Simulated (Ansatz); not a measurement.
# RbGdO2 (NaFeO2 type): which electronic and magnetic state is lowest, part 2 of 2

Which start takes RbGdO2 (NaFeO2 type) lowest in energy?

Ansatz 0.2.0; DFT LDA+U (U_eff = 6 eV on Gd 4f), scalar-relativistic, plane waves, PAW.

## 4. Small parallel starting moments

input.yaml reads:

```yaml
crystal:
  lattice:
    - [1.7722311421, 1.023198127, 6.5397056741]
    - [-1.7722311421, 1.023198127, 6.5397056741]
    - [0.0, -2.046396254, 6.5397056741]
  atoms:
    - { symbol: Rb, position: [0.5, 0.5, 0.5] }
    - { symbol: Gd, position: [0.0, 0.0, 0.0], spin: 0.5 }
    - { symbol: O, position: [0.2748089128, 0.2748089128, 0.2748089128] }
    - { symbol: O, position: [0.7251910872, 0.7251910872, 0.7251910872] }
basis:
  ecutwfc: 420
  ecutrho_ratio: 4
kpoints:
  mp_grid: { grid: [8, 8, 8] }
hamiltonian:
  xc: lda
  hubbard: { sites: [{ species: Gd, l: f, u_eff: 6.0 }] }
scf:
  occupations: { method: gaussian, width: 0.05 }
  lower_state_search: "off"
output:
  forces: true
  stress: true
  eigenvalues: true
  populations: true
  hubbard: { sites: [{ species: Gd, l: f }] }
magnetization:
  spin_polarized: true
checkpoint:
  read: start.run
  write: ck
  compress: false
  write_wavefunctions: false
  write_every: 100000
```

start.run holds the state that an earlier run reached from these same starting moments.

Launch:

```
$ ansatz run input.yaml --threads 4 --pin off --max-ram 9216MiB --backend cpu --events-out ev --progress --plain --runs-dir out
```

Log:

```text
Warning: RAYON_NUM_THREADS=4 ignored (pool sized by the plan → 4); use --threads N
basis.fft_grid_basis auto: the FFT boxes are laid along the combinations [[1, 0, -1], [0, 1, -1], [0, 0, 1]] of the cell's own vectors, 3.544, 3.544 and 6.852 Å long. The dense box has 24×24×48 points. Along the cell's own vectors, as sized, it would have 48×48×48, 4.00 times as many. Of the 12 symmetry operations that the crystal satisfies within crystal.symmetry.tolerance (time reversal apart; of a slab, those that keep its plane) the dense box along the cell's own vectors carries 12, and the one as laid loses 8 of those. basis.fft_grid_basis: typed keeps the cell's own vectors: state it where this run's energies or levels are differenced outside the engine with another run's, or held beside a run that keeps those vectors.
Rb: projections on atomic orbitals take those of the free atom [Ar 3d10] 4s2 4p6 5s1, of charge +0.00 (hamiltonian.pseudopotentials.projection_atoms); the dataset's partial waves leave at most 2.5e-6 of an orbital's norm unspanned inside its sphere
Gd: projections on atomic orbitals take those of the free atom [Kr 4d10] 4f7 5s2 5p6 5d1 6s2, of charge +0.00 (hamiltonian.pseudopotentials.projection_atoms); the dataset's partial waves leave at most 2.5e-4 of an orbital's norm unspanned inside its sphere
O: projections on atomic orbitals take those of the free atom [He] 2s2 2p4, of charge +0.00 (hamiltonian.pseudopotentials.projection_atoms); the dataset's partial waves leave at most 1.9e-8 of an orbital's norm unspanned inside its sphere
band count auto-derived: 26 (N_el = 39.0; filled up to band 20; 24 by the electrons, moments and atoms)
Engine: ansatz 0.2.0, aarch64-unknown-linux-gnu
Pseudopotentials: kind: paw
Pseudopotential: Rb, paw, valence charge 9, recommended cutoff 420 eV (normal), Rb.paw.azcp
Pseudopotential: Gd, paw, valence charge 18, recommended cutoff 420 eV (normal), Gd.paw.azcp
Pseudopotential: O, paw, valence charge 6, recommended cutoff 420 eV (normal), O.paw.azcp
Functional definition: SPW92
  exchange = slater_x
  correlation = pw_c
Crystal: 4 atoms, lattice volume = 71.152 Å³
Basis set: ecut = 420 eV, 1389 PW (Γ), FFT grids on a1−a3, a2−a3, a3
Bands: 26, of which v1, the nominal top of the filled ones, is band 20 counted from 1 (19 counted from 0)
Symmetry: 12 space group operations
Space group: R-3m (ITA 166), of the structure as read, at distance tolerance 4.1e-5 Å
Magnetic group: BNS 166.97 (UNI 1327), of the structure as read, at distance tolerance 4.1e-5 Å
k-points: 65 of 512
Non-local potential: Rb, projectors of the file, l = 0: 3, l = 1: 2, l = 2: 2
Non-local potential: Gd, projectors of the file, l = 0: 3, l = 1: 2, l = 2: 2, l = 3: 3
Non-local potential: O, projectors of the file, l = 0: 2, l = 1: 2, l = 2: 1
PAW form: soft (Blöchl's): semilocal exchange-correlation on the pseudo side does not see the compensation charge
PAW frozen core: Rb, regenerated for the run's functional, and the local potential with it (the file was generated under x = pbe(κ = 0.804, μ = 0.2195149727645171), c = pbe(β = 0.06672455060314922))
PAW frozen core: Gd, regenerated for the run's functional, and the local potential with it (the file was generated under x = pbe(κ = 0.804, μ = 0.2195149727645171), c = pbe(β = 0.06672455060314922))
PAW frozen core: O, regenerated for the run's functional, and the local potential with it (the file was generated under x = pbe(κ = 0.804, μ = 0.2195149727645171), c = pbe(β = 0.06672455060314922))
PAW one-centre angular grid: Rb, 110 points (default); XC on 64 Gauss nodes
PAW one-centre angular grid: Gd, 590 points (default); XC on 64 Gauss nodes
PAW one-centre angular grid: O, 110 points (default); XC on 64 Gauss nodes
Initial density: read from a saved state, or passed on in memory by an earlier SCF of this step, an earlier step, the calling program or the single point that the run made first
Stability of the state it starts from, as read at its close in the collinear treatment: not read negative (Ritz values of 1 − χ₀K, real part plus size of imaginary part, from 0.87 to 0.97, by its mixing steps under the symmetry group of the SCF that read it); its run was given moments
Starting moments: Σ|m| = 0.5 μB on 1 of 4 sites; this step starts from the density that it was given
Initial wavefunctions: pseudopotential atomic-orbital guess
Functional: x = slater, c = lda
iter 1 solved again at ethr=1.18e-7 eV; its pass at ethr=3.10e-3 eV (dr2=4.61e-5 eV) is discarded
SCF iter   1: F=—  HF=-13413.796535 eV  |F-HF|=—  |Δ(HF+E_count)|=         —  Δρ=5.04e-5 (↑5.04e-5 ↓2.18e-5)  dr2=3.60e-6  dr2_m=1.36e-7  M=7.000 μB ∫|m|=7.115 μB  β_m=0.30  ethr=1.18e-7  ⟨swp⟩=4.0  Hψ=26637  notcnv=0
preconditioner: auto → Resta (q_TF=auto, 2.468 Å⁻¹)  ε∞=4.3  [insulator: Δε(μ)=3.051 eV  Ē_g=14.723 eV  σ=0.050 eV  W_gap=1.00  n_scr=22 (ndim 8)  ℏωp=26.8 eV  f_vac=0.023  D(μ)=0.00/eV (n_scr^D=0)  ε∞_Penn≈4.3]
spin=Collinear: Resta preconditioning applied to the charge; magnetization (m = ρ↑ − ρ↓) channel mixes plain (no charge-response kernel on spin).
SCF iter   2: F=—  HF=-13413.796535 eV  |F-HF|=—  |Δ(HF+E_count)|=   4.73e-7  Δρ=2.29e-5 (↑2.29e-5 ↓1.04e-5)  dr2=3.90e-7  dr2_m=7.92e-8  M=7.000 μB ∫|m|=7.115 μB  β_m=0.36  ethr=9.23e-9  ⟨swp⟩=2.1  Hψ=4506  notcnv=0
SCF iter   3: F=-13413.796535 eV  HF=-13413.796535 eV  |F-HF|=1.32e-8  |Δ(HF+E_count)|=   4.85e-8  Δρ=1.18e-5 (↑1.18e-5 ↓9.63e-6)  dr2=9.54e-8  dr2_m=3.57e-8  M=7.000 μB ∫|m|=7.115 μB  ethr=2.56e-10  ⟨swp⟩=6.7  Hψ=15726  notcnv=0
SCF 1 converged in 3 iterations: F = -13413.796535 eV  dr2 = 9.54e-8
SCF converged after 3 iterations
Magnetization: 7.0000 μB (23.0000 up, 16.0000 down)
Absolute magnetization: 7.1154 μB (∫|ρ↑−ρ↓|, with the PAW one-centre terms)
Spin contamination: 0.0079 ħ² per cell (⟨S²⟩ above its minimum at these occupations)
Per-site moments (μB) at R_I (Å): [(0.0012399045392084082, 1.2159419159950677), (6.861240598866485, 0.9679341307384961), (-0.02551984201741947, 0.9679341307384963), (-0.02551984201742084, 0.9679341307384961)]
Free energy (F): -13413.796535 eV
Harris-Foulkes:  -13413.796535 eV  (|F-HF|=1.32e-8)
Internal energy: -13413.796535 eV  (E = F + TS)
E sigma→0 (E₀):  -13413.796535 eV
Fermi energy:    9.993272 eV
--- Per-component energies (eV) ---
  E_band       = -84.595609
  E_kinetic    = 947.589187
  E_local      = -3815.647989  (includes V_loc(G=0)·N_el)
  E_nonlocal   = 569.827258
  E_hartree    = 1517.122260
  E_xc         = -508.945019
  E_vxc        = -579.893405  (∫ρ·V_xc dr)
  E_hubbard    = 0.169213  (on-site DFT+U / exact-exchange correction)
  E_vhub       = -20.806853  (the Hubbard potential's part of the band-sum identity)
  E_paw        = -9061.766006  (= ΣΔE_a)
  E_vpaw       = -219.920267  (= ΣTr[D̂ρ^β])
  E_aug_tail   = 0.004948  (compensation charges beyond the density's cutoff)
  E_ewald      = -3063.894521
  E_core_change = 1.744135  (= ΣΔE_core)
  E_smearing   = -0.000000  (= −TS)
  E_closure    = -0.000000  (closes the sum)
  Σ components = -13413.796535   (vs F -13413.796535, Δ=0.00e0)
--- Forces (eV/Å), atoms counted from 1 ---
  atom   1  Rb     0.00000000     0.00000000     0.00000000
  atom   2  Gd    -0.00000000     0.00000000    -0.00000000
  atom   3  O      0.00000000    -0.00000000    -0.00811655
  atom   4  O     -0.00000000     0.00000000     0.00811655
  max |Σ_I F_I| component: 1.22e-29 eV/Å
--- Stress (GPa, compression-positive) ---
       -4.676270       0.000000      -0.000000
        0.000000      -4.676270       0.000000
       -0.000000       0.000000      -4.721005
  P = ⅓ Tr σ = -4.6912 GPa (-46.912 kbar)
--- Band table (eV; the first three rows and the last of 130) ---
  k-point 0 ↑: bands = ["-33.8800", "-17.3223", "-11.8651", "-10.9961", "-10.9961", "-6.9709", "-5.9730", "-1.2125", "-0.7225", "-0.7225", "3.3906", "3.3906", "3.4467", "3.5225", "3.5344", "3.5344", "3.6543", "5.7033", "6.2756", "6.2756", "8.2938", "8.4674", "8.4674", "11.6464", "13.4858", "13.8844"]
  k-point 1 ↑: bands = ["-33.8707", "-17.2914", "-11.8087", "-11.2169", "-11.0241", "-6.7572", "-6.0713", "-1.2048", "-0.9762", "-0.7776", "3.3980", "3.4083", "3.4607", "3.5047", "3.5178", "3.5319", "3.6257", "5.9544", "6.3931", "6.4115", "7.9459", "8.2615", "8.3257", "12.2363", "13.5465", "13.9998"]
  k-point 2 ↑: bands = ["-33.8481", "-17.2152", "-11.7396", "-11.5970", "-11.0910", "-6.4985", "-6.1439", "-1.5251", "-1.1708", "-0.9065", "3.4371", "3.4506", "3.4525", "3.4849", "3.5246", "3.5256", "3.5717", "6.2534", "6.6157", "6.6766", "7.2780", "8.0799", "8.2422", "13.0390", "13.1977", "14.4059"]
  k-point 64 ↓: bands = ["-30.9847", "-17.3229", "-10.1061", "-8.8051", "-8.8051", "-7.0482", "-5.4284", "-1.2282", "-0.7212", "-0.7212", "6.2917", "6.4430", "6.4430", "7.1827", "8.0246", "8.0246", "12.3682", "13.9771", "14.3344", "14.5202", "14.5202", "14.7296", "14.7767", "14.7859", "14.7859", "14.8776"]
Occupation matrices written to <dir>
--- Löwdin populations: 4 sites ---
  site symbol       q [e]    m [muB]
     0     Rb      8.1473     0.0015
     1     Gd     17.1263     7.0313
     2      O      6.7780    -0.0197
     3      O      6.7780    -0.0197
  spilling = 0.004368 (of n_electrons = 39.000000)
--- Occupation matrices: 1 shell (run DFT+U table (all-electron-ortho-atomic); ε = 1.64e-3) ---
  Gd1 f_4F: site group D3d (-3m)
  Gd1 f_4F up     Tr n = 6.9957  λ = 0.999 0.999 0.999 0.999 1.000 1.000 1.000  [7× z3 0.14 Eu(0.57)]
  Gd1 f_4F dn     Tr n = 0.0527  λ = 0.000 0.004 0.004 0.005 0.011 0.011 0.017  [z3 0.63 A2u(1.00) | 3× x(x2-3y2) 0.33 Eu(0.67) | 2× z(x2-y2) 0.46 Eu(1.00) | y(3x2-y2) 0.63 A2u(1.00)]
  Tr n, λ and their labels are of the run-group-symmetrised matrices; stabiliser: 12 of 24 elements of G0×{1,Θ} (closed), max defect 4.0e-15 at τ = 3.5e-4
```

It took 4.1 s on 4 threads of Arm Neoverse V1, shared host; peak memory 0.6 GiB.

Result: volume 17.788 Å³/atom, pressure -4.69 GPa, gap on the mesh 3.05 eV, moments in the atoms' spheres Gd 6.86 μB.

## 5. The magnetic starts side by side

Energies have the smearing extrapolated to zero.

| start | from the base state (meV/atom) | gap (eV) | pressure (GPa) | moments in spheres (μB) |
| --- | --- | --- | --- | --- |
| ferromagnetic | 0.0 | 3.05 | -4.69 | Gd 6.86 |
| no spin polarisation | 2555.1 | metal | -5.24 | none |
| small parallel starting moments | 0.0 | 3.05 | -4.69 | Gd 6.86 |

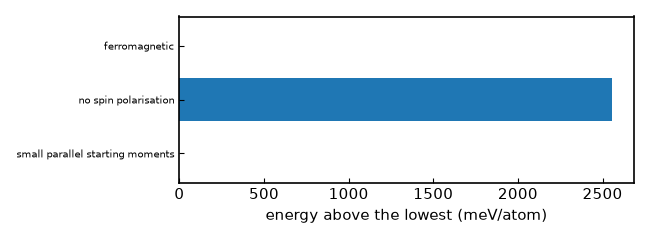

Energy of each magnetic start above the lowest.

## 6. What came out

The summary covers parts 1 to 2.

```
             quantity                   value
lowest magnetic start           ferromagnetic
   next in this table  2555.1 meV/atom higher
```

The lowest state comes from the start «ferromagnetic», matched within 0.3 meV/atom by «small parallel starting moments»; the next lies 2555.1 meV/atom higher and is the one without spin polarisation. No antiferromagnetic order was run. With a Hubbard U or exact exchange the result depends on the state in which the open shell ends, and a lower one can't be excluded. Spin–orbit coupling is left out, though the cell holds Gd; it splits the 4f levels.
